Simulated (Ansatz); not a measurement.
## Response to strain in ZrSe2

Consider ZrSe$_{2}$ in the CdI2 type structure (space group P-3m1, No. 164; a = 3.660 Å, c = 5.841 Å; layered, stacked along the Cartesian z axis; relaxed with 0.1 eV smearing). Axes: x lies along a and z along c of the hexagonal cell.

Strains are applied to the cell and any free atomic positions relax; under biaxial strain the out-of-plane vector relaxes too.

Level of theory: PBEsol-D3(BJ) (Ansatz, a program for electronic structure), scalar-relativistic without spin-orbit coupling.

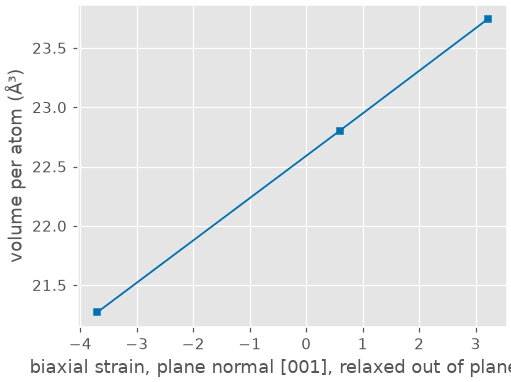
*Volume per atom against biaxial strain, plane normal [001], relaxed out of plane*

```tsv
biaxial strain, plane normal [001], relaxed out of plane (%)	volume per atom
-3.7	21.27 Å³
0.59	22.80 Å³
3.21	23.74 Å³
```

No phonon test of stability was made. The final runs are not spin-polarised.
